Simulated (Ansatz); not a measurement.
Nudged elastic band, with input and output: SiH4BrF

System: SiH4BrF.
Method: RKS PBE0-D4/def2-SVP (Ansatz 0.2.0).

Figures and captions count atoms from 1; the log counts them from 0 in places.

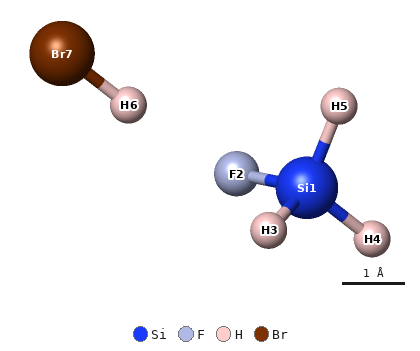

Figure 1. The structure as given in the input (ball-and-stick view, seen at an oblique angle; atoms are numbered from 1 in the order of the input).

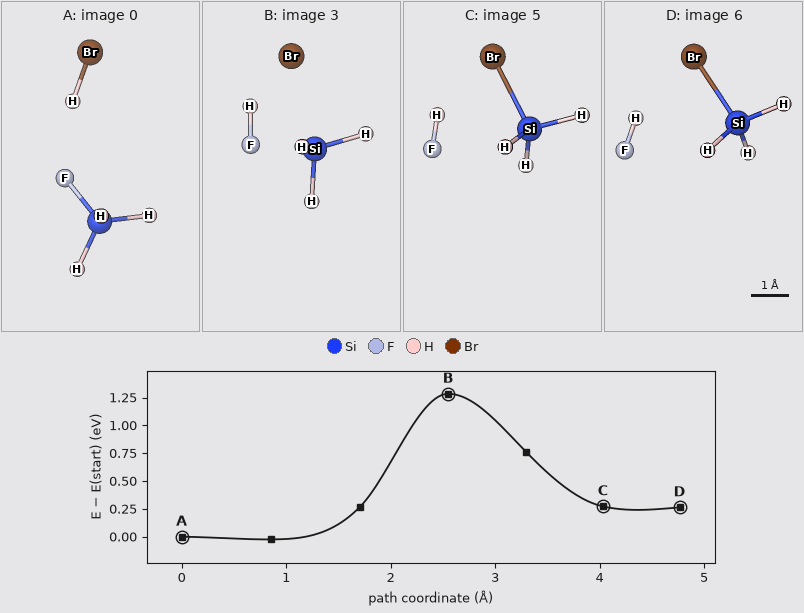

Figure 2. Images of the last band (counted from 0; ball-and-stick, seen at an oblique angle) above the energy along the path; the line is a cubic interpolation that uses the forces. The highest image is number 3, 1.283 eV above the start and 1.020 eV above the end (the climbing image); the end lies 0.263 eV above the start. The path is 4.77 Å long. The band converged in 16 iterations. The end points carry forces over 0.1 eV/Å, so they aren't fully relaxed minima and the barriers are approximate.

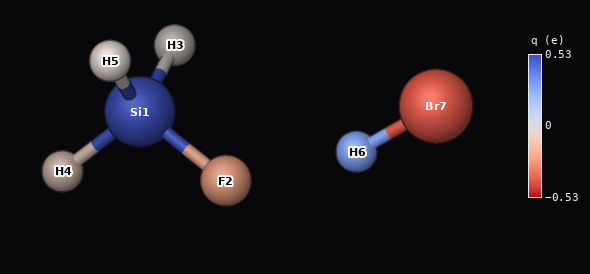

Figure 3. Mulliken charges, as the colour of each atom (ball-and-stick view, seen at a tilt; atoms are numbered from 1 in the order of the input). By element: Si +0.51, F −0.23, H −0.08 to +0.29 and Br −0.42 e.

The input that produced these results follows, with the program's output.

## Input
```yaml
crystal:
  periodic: [false, false, false]
  atoms:
    - {symbol: Si, position_ang: [-0.907110, -0.564855, 0.456983]}
    - {symbol: F, position_ang: [0.616560, -0.079292, 0.648828]}
    - {symbol: H, position_ang: [-0.943876, -1.495541, -0.693142]}
    - {symbol: H, position_ang: [-1.320462, -1.242530, 1.706326]}
    - {symbol: H, position_ang: [-1.735084, 0.634712, 0.200559]}
    - {symbol: H, position_ang: [1.872610, 1.007243, -0.612856]}
    - {symbol: Br, position_ang: [2.417461, 1.740162, -1.706697]}
basis:
  gaussian: {orbitals: def2-SVP}
hamiltonian: {xc: pbe0, dispersion: d4}
neb:
  images: 5
  climbing: true
  max_iterations: 40
  initial_path: idpp
  final_atoms:
    - {symbol: Si, position_ang: [-0.984261, 0.036711, -0.190842]}
    - {symbol: F, position_ang: [2.236651, -0.779816, 0.860594]}
    - {symbol: H, position_ang: [-0.642392, -1.274154, -0.780298]}
    - {symbol: H, position_ang: [-0.995399, -0.008689, 1.285778]}
    - {symbol: H, position_ang: [-2.264612, 0.550880, -0.724532]}
    - {symbol: H, position_ang: [2.048241, -0.018947, 0.361867]}
    - {symbol: Br, position_ang: [0.601873, 1.493916, -0.812567]}
```

Launch command:
```bash
ansatz run in.yaml --threads 4 --pin off --events-out ev --progress --plain --max-ram 9574MiB
```

## Log
```
Functional definition: PBE0
  name "PBE0"
  cite "Adamo & Barone, J. Chem. Phys. 110, 6158 (1999) doi:10.1063/1.478522"
  cite "Perdew, Burke & Ernzerhof, Phys. Rev. Lett. 77, 3865 (1996) doi:10.1103/PhysRevLett.77.3865"
  parent pbe
  parameter a = 0.25
  parameter kappa = 0.804
  parameter beta = 0.06672455060314922
  exchange = (1 - a)*pbe_x(kappa = kappa, mu = beta*pi^2/3) + a*exact_x
  correlation = pbe_c(beta = beta)
859 factors; integrals over basis functions are off by at most 3.6e-4 eV
mean field evaluation 1: about -80678.9090 eV, gradient 2.6e1 eV
mean field evaluation 2: about -80677.9982 eV, gradient 3.6e1 eV
mean field evaluation 4: about -80679.9123 eV, gradient 7.0e-1 eV
mean field evaluation 8: about -80679.9196 eV, gradient 2.4e-3 eV
mean field -80679.91956405 eV, -2964.9323571652 hartree, gradient 1.3e-5 eV, S^2 0.000000; 0 other end points of the search recorded, 0 dependent functions left out
the calculation of the forces begins
reference -80679.91959015 eV, -2964.9323581242 hartree; 31, 31 occupied and 53, 53 virtual orbitals, 859 factors
861 factors; integrals over basis functions are off by at most 8.8e-4 eV
mean field evaluation 16: about -80679.6262 eV, gradient 7.5e-1 eV
mean field -80679.63318967 eV, -2964.9218331009 hartree, gradient 2.0e-5 eV, S^2 0.000000; 0 other end points of the search recorded, 0 dependent functions left out
[... from here on the field's lines of each further geometry are left out, up to the last ...]
WARN: NEB end point (image 0): max|allowed force component| = 9.324e-1 eV/Å (the criterion of neb.relax_end_points is 1.000e-2). That is over neb.f_tol: it is no minimum, so the barrier can be far off. Relax it first
WARN: NEB end point (image 6): max|allowed force component| = 1.381e-1 eV/Å (the criterion of neb.relax_end_points is 1.000e-2). That is over neb.f_tol: it is no minimum, so the barrier can be far off. Relax it first
NEB iter   1: max|band force component| = 4.993e0 eV/Å  barrier→ = 4.2533 eV  barrier← = 3.9900 eV  Δτ_max = 0.2000 Å  (171 SCF iters)
NEB iter   2: max|band force component| = 3.425e0 eV/Å  barrier→ = 2.8561 eV  barrier← = 2.5929 eV  Δτ_max = 0.2000 Å  (143 SCF iters)
NEB iter   3: max|band force component| = 5.703e0 eV/Å  barrier→ = 2.1317 eV  barrier← = 1.8685 eV  Δτ_max = 0.1013 Å  (136 SCF iters)
NEB iter   4: max|band force component| = 1.913e0 eV/Å  barrier→ = 1.6992 eV  barrier← = 1.4359 eV  Δτ_max = 0.2000 Å  (133 SCF iters)
NEB iter   5: max|band force component| = 1.440e0 eV/Å  barrier→ = 1.3786 eV  barrier← = 1.1153 eV  Δτ_max = 0.1004 Å  (126 SCF iters)
NEB iter   6: max|band force component| = 7.656e-1 eV/Å  barrier→ = 1.1838 eV  barrier← = 0.9205 eV  CI = image 3  Δτ_max = 0.1529 Å  (121 SCF iters)
NEB iter   7: max|band force component| = 5.080e-1 eV/Å  barrier→ = 1.3478 eV  barrier← = 1.0845 eV  CI = image 3  Δτ_max = 0.0461 Å  (122 SCF iters)
NEB iter   8: max|band force component| = 1.611e-1 eV/Å  barrier→ = 1.3212 eV  barrier← = 1.0579 eV  CI = image 3  Δτ_max = 0.0459 Å  (119 SCF iters)
NEB iter   9: max|band force component| = 1.451e-1 eV/Å  barrier→ = 1.3130 eV  barrier← = 1.0497 eV  CI = image 3  Δτ_max = 0.1195 Å  (117 SCF iters)
NEB iter  10: max|band force component| = 1.838e-1 eV/Å  barrier→ = 1.3035 eV  barrier← = 1.0402 eV  CI = image 3  Δτ_max = 0.0597 Å  (120 SCF iters)
NEB iter  11: max|band force component| = 1.091e-1 eV/Å  barrier→ = 1.2926 eV  barrier← = 1.0293 eV  CI = image 3  Δτ_max = 0.0593 Å  (115 SCF iters)
NEB iter  12: max|band force component| = 1.054e-1 eV/Å  barrier→ = 1.2876 eV  barrier← = 1.0243 eV  CI = image 3  Δτ_max = 0.0598 Å  (116 SCF iters)
NEB iter  13: max|band force component| = 1.657e-1 eV/Å  barrier→ = 1.2896 eV  barrier← = 1.0264 eV  CI = image 3  Δτ_max = 0.0298 Å  (117 SCF iters)
NEB iter  14: max|band force component| = 1.118e-1 eV/Å  barrier→ = 1.2850 eV  barrier← = 1.0218 eV  CI = image 3  Δτ_max = 0.0490 Å  (118 SCF iters)
NEB iter  15: max|band force component| = 3.649e-2 eV/Å  barrier→ = 1.2837 eV  barrier← = 1.0204 eV  CI = image 3  Δτ_max = 0.0174 Å  (118 SCF iters)
the calculation of the forces begins
reference -80679.64660352 eV, -2964.9223260507 hartree; 31, 31 occupied and 53, 53 virtual orbitals, 861 factors
these checks for a lower state are left out or cut short: stability, starts, cluster_reference, orbital_swaps, neighbouring_geometries, increment
861 factors; integrals over basis functions are off by at most 9.1e-4 eV
mean field -80679.64459171 eV, -2964.9222521181 hartree, gradient 1.7e-6 eV, S^2 0.000000; 0 other end points of the search recorded, 0 dependent functions left out
the calculation of the forces begins
reference -80679.64461330 eV, -2964.9222529115 hartree; 31, 31 occupied and 53, 53 virtual orbitals, 861 factors
NEB iter  16: max|band force component| = 3.334e-2 eV/Å  barrier→ = 1.2834 eV  barrier← = 1.0202 eV  CI = image 3  CI's point: of a kind that is not told: the force calls were inconclusive, a negative curvature could not be distinguished from the path's own, the only one lies far off the path, or fixed occupations may fill a level only in part  Δτ_max = 0.0000 Å  (841 SCF iters)
Total energy: -80678.70985133 eV, -2964.8879010427 hartree
Atom 0 at    -0.629802    -0.119616     0.029027 Å, force     0.007529    -0.012974     0.010045 eV/Å
Atom 1 at     1.092999    -0.452622     0.892812 Å, force     0.004369     0.011395    -0.019112 eV/Å
Atom 2 at    -0.709254    -1.142365    -1.038237 Å, force    -0.001971    -0.000202    -0.008684 eV/Å
Atom 3 at    -1.150904    -0.702672     1.302855 Å, force     0.003892    -0.002057     0.005384 eV/Å
Atom 4 at    -1.462254     1.097040    -0.165040 Å, force     0.013715     0.010955    -0.008641 eV/Å
Atom 5 at     1.616939     0.121903     0.203326 Å, force    -0.015584    -0.007496     0.023920 eV/Å
Atom 6 at     1.242375     1.198230    -1.224743 Å, force    -0.011950     0.000378    -0.002912 eV/Å
Dipole moment:    -0.165833    -0.197424     0.193960 e Å
```

## The last band as extended XYZ (Å, eV, eV/Å)
```
7
Properties=species:S:1:pos:R:3:forces:R:3 image=0 energy=-80679.99326
Si   -0.9071   -0.5649    0.4570   -0.6755  -0.2072  -0.1049
F     0.6166   -0.0793    0.6488    0.9324   0.3073   0.0981
H    -0.9439   -1.4955   -0.6931   -0.0364  -0.1041  -0.1087
H    -1.3205   -1.2425    1.7063   -0.0661  -0.0692   0.1055
H    -1.7351    0.6347    0.2006   -0.1137   0.1041  -0.0220
H     1.8726    1.0072   -0.6129   -0.0445  -0.0411   0.0504
Br    2.4175    1.7402   -1.7067    0.0038   0.0102  -0.0185
7
Properties=species:S:1:pos:R:3:forces:R:3 image=1 energy=-80680.01752
Si   -0.8025   -0.4840    0.3894   -0.0044  -0.0005  -0.0023
F     0.7433   -0.2420    0.8845    0.0001  -0.0011   0.0033
H    -0.7660   -1.3419   -0.8243   -0.0009   0.0023   0.0015
H    -1.5201   -1.1642    1.5004    0.0030  -0.0014   0.0003
H    -1.4035    0.8448    0.1018   -0.0031  -0.0015   0.0011
H     1.8012    0.8321   -0.4142   -0.0003   0.0037  -0.0037
Br    1.9476    1.5553   -1.6377    0.0056  -0.0015  -0.0001
7
Properties=species:S:1:pos:R:3:forces:R:3 image=2 energy=-80679.72767
Si   -0.6857   -0.3341    0.2560   -0.0935  -0.2432   0.2488
F     0.8517   -0.3645    0.9089   -0.3271   0.0615   0.0613
H    -0.6780   -1.2001   -0.9515   -0.0087  -0.0153   0.0695
H    -1.4067   -0.9097    1.4036   -0.3826  -0.2362   0.0754
H    -1.2688    1.0034   -0.0518    0.2852  -0.0389   0.1483
H     1.6941    0.4923   -0.1886    0.1191   0.3605  -0.4357
Br    1.4936    1.3126   -1.3766    0.4076   0.1116  -0.1676
7
Properties=species:S:1:pos:R:3:forces:R:3 image=3 energy=-80678.70983
Si   -0.6298   -0.1196    0.0290    0.0075  -0.0130   0.0100
F     1.0930   -0.4526    0.8928    0.0044   0.0114  -0.0191
H    -0.7093   -1.1424   -1.0382   -0.0020  -0.0002  -0.0087
H    -1.1509   -0.7027    1.3029    0.0039  -0.0021   0.0054
H    -1.4623    1.0970   -0.1650    0.0137   0.0110  -0.0086
H     1.6169    0.1219    0.2033   -0.0156  -0.0075   0.0239
Br    1.2424    1.1982   -1.2247   -0.0120   0.0004  -0.0029
7
Properties=species:S:1:pos:R:3:forces:R:3 image=4 energy=-80679.23041
Si   -0.7188    0.0502   -0.1397   -0.1487   0.1997  -0.1942
F     1.3528   -0.7732    0.9599    0.4042  -0.2898   0.1088
H    -0.8168   -1.0613   -1.1174   -0.1037   0.0139  -0.0335
H    -0.9824   -0.4837    1.2305    0.2947   0.2917  -0.0592
H    -1.6832    1.1578   -0.3161   -0.3525  -0.0346  -0.2275
H     1.7500   -0.1329    0.3890    0.1816  -0.2353   0.2245
Br    1.0985    1.2430   -1.0062   -0.2757   0.0544   0.1810
7
Properties=species:S:1:pos:R:3:forces:R:3 image=5 energy=-80679.72066
Si   -0.8166    0.2186   -0.2452   -0.0432   0.0276  -0.0240
F     1.5284   -1.1922    0.9565    0.0932  -0.0881  -0.0084
H    -0.8850   -0.9388   -1.1740   -0.0113   0.0081   0.0062
H    -0.8445   -0.2110    1.1733    0.0663   0.1001   0.0043
H    -1.8976    1.2023   -0.5045   -0.0958  -0.0145  -0.0781
H     1.8343   -0.4230    0.5299    0.0335  -0.0711   0.0453
Br    1.0812    1.3440   -0.7360   -0.0427   0.0379   0.0548
7
Properties=species:S:1:pos:R:3:forces:R:3 image=6 energy=-80679.72999
Si   -0.8867    0.4040   -0.2387    0.1277  -0.0414   0.0273
F     1.7382   -1.6470    0.7858   -0.1056   0.1192  -0.0549
H    -0.8907   -0.7913   -1.1070   -0.0165  -0.1219  -0.0828
H    -1.1190    0.0570    1.1784   -0.0384  -0.0402   0.1381
H    -1.8549    1.4177   -0.7117   -0.1106   0.0892  -0.0442
H     1.8682   -0.7806    0.4767    0.0416  -0.0589   0.0261
Br    1.1451    1.3401   -0.3834    0.1018   0.0539  -0.0097
```

## Key numbers

- outcome: converged
- barrier, forward: 1.283 eV
- barrier, backward: 1.020 eV
- dipole moment (one image of the band): 1.55 D
- hardware: 4 threads of Intel Xeon @ 2.50GHz, 180 GiB of memory available, shared host
- wall time: 5.5 min (CPU time 12 min)
- peak memory: 0.4 GiB
